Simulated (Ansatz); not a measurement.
**Cl4FZr (doublet): density, localisation and related maps**

| atom | x (Å) | y (Å) | z (Å) |
| --- | --- | --- | --- |
| Zr | 0.2485 | -0.0001 | 0.8544 |
| Cl | -2.2432 | -0.0003 | 0.9921 |
| Cl | 1.6201 | 0.0009 | -1.0489 |
| Cl | -0.4670 | 2.3490 | 0.8030 |
| Cl | -0.4677 | -2.3492 | 0.8039 |
| F | 1.3119 | -0.0003 | 2.4180 |

Core potentials replace the inner electrons of Zr.

Level of theory: Ansatz, UKS PBE/def2-SVP.

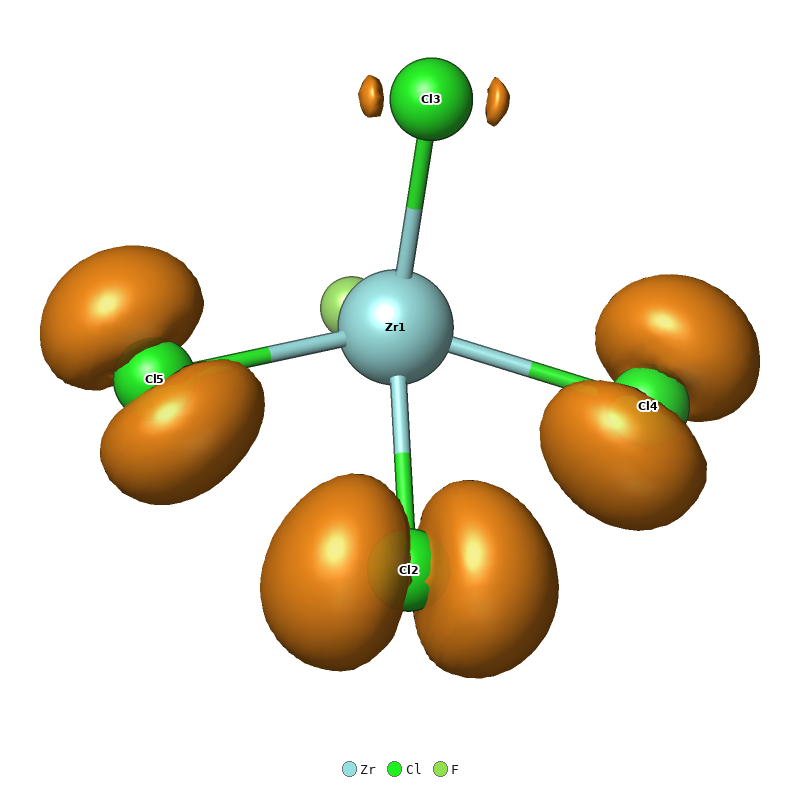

Figure 1. Isosurface of the spin density at +0.02 e/Å³ (orange), seen at a tilt.

### Describe the spin distribution.

The unpaired spin (1 electron) lies mostly on Cl2 (about 0.5), Cl4 (about 0.2) and Cl5 (about 0.2), in electrons by Hirshfeld's partition.

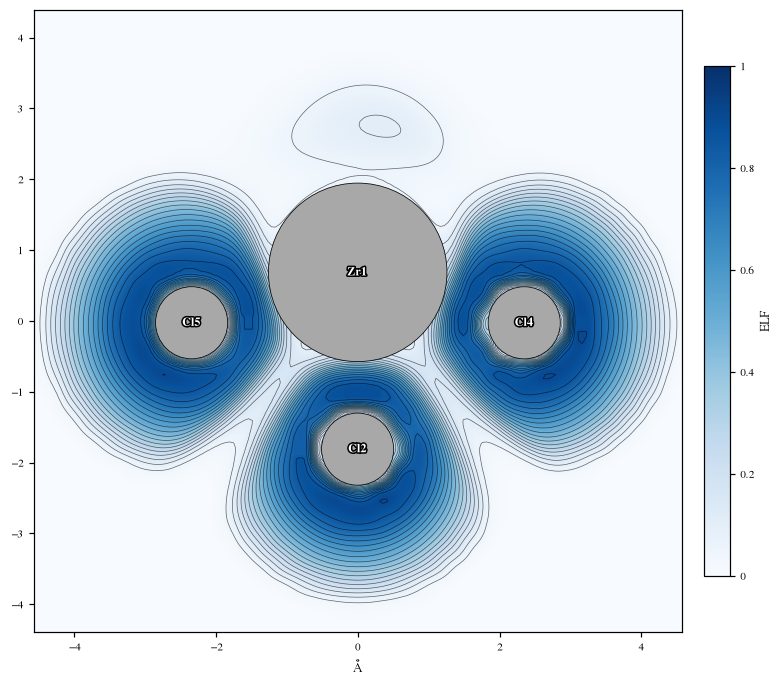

Figure 2. Electron localisation function on the plane of atoms Cl2, Zr1 and Cl4. Grey discs cover the atomic cores.

### What does the map show?

- The section cuts through Zr and Cl sites.
- Zr–Cl (2.46 Å): the ELF peaks at about 0.85 in the valence shell of Cl, 0.9 Å from its nucleus, and is about 0.30 at the midpoint.

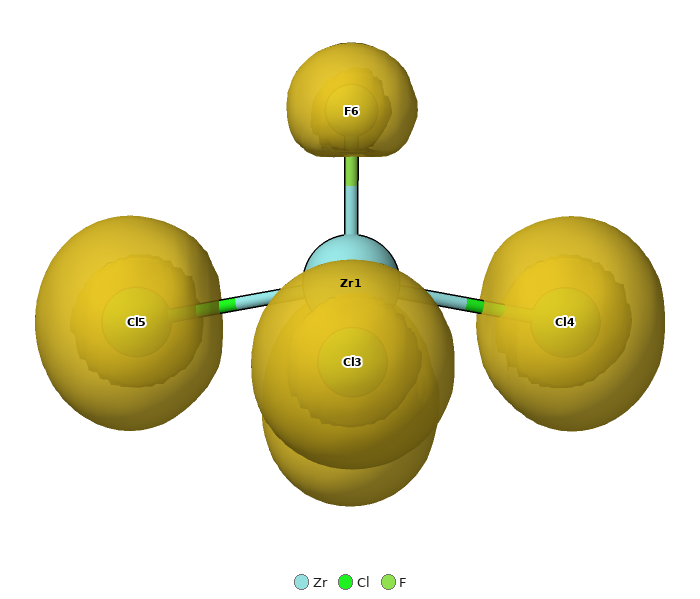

Figure 3. Isosurface of the ELF at 0.8 (yellow), seen from one side. Core shells and regions of very low density are left out.

### Where are the electrons localised?

The ELF exceeds this value in four regions wrapped around Cl (the valence shell of each) and one region wrapped around F (its valence shell). Along the contacts the grid gives the following. Zr–F (1.89 Å): the ELF peaks at about 0.85 in the valence shell of F, 0.5 Å from its nucleus, and drops to about 0.25 between the two atoms. Zr–Cl (2.35 Å): the ELF peaks at about 0.85 in the valence shell of Cl, 0.8 Å from its nucleus, and is about 0.35 at the midpoint.
